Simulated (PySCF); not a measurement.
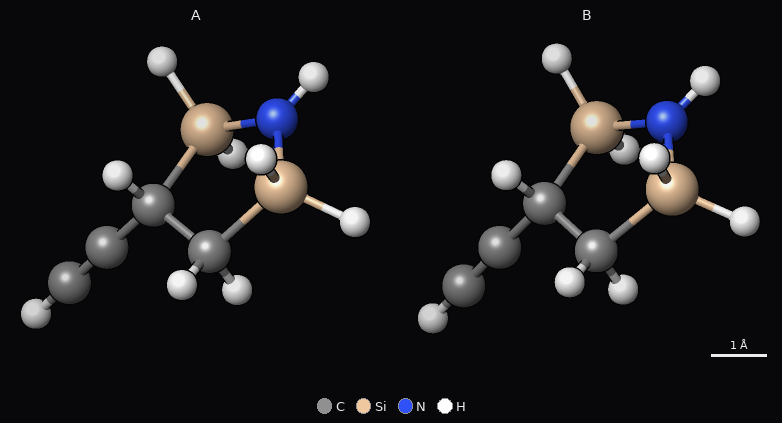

Two geometries of C4H9NSi2, drawn at one scale. One is the start of a relaxation, the other its converged end. Style: ball-and-stick. Shown from a free direction.

Computed with PBE0-D3(BJ)/def2-SVP geometry optimisation, gas phase (PySCF). 

**Which of the two is the end point?**

Structure A is the relaxed one. The start comes from GFN2-xTB. Its atoms were then displaced at random by about 0.01 Å. The atom that moves furthest after the best rigid fit is an H atom (0.15 Å). Largest moves by element: H 0.15 Å, C 0.08 Å, N 0.05 Å, Si 0.04 Å. Near-neighbour distances that change, for instance: C–H 1.022 → 1.074 Å, H–Si 1.448 → 1.497 Å, C–H 1.057 → 1.102 Å, C–C 1.506 → 1.548 Å. Among the angles between lasting bonds that change: C–C–Si 110.6° → 107.1°, C–C–C 111.0° → 114.4°, Si–N–Si 118.3° → 115.0°. The energy falls by 0.276 eV in 6 geometry steps.
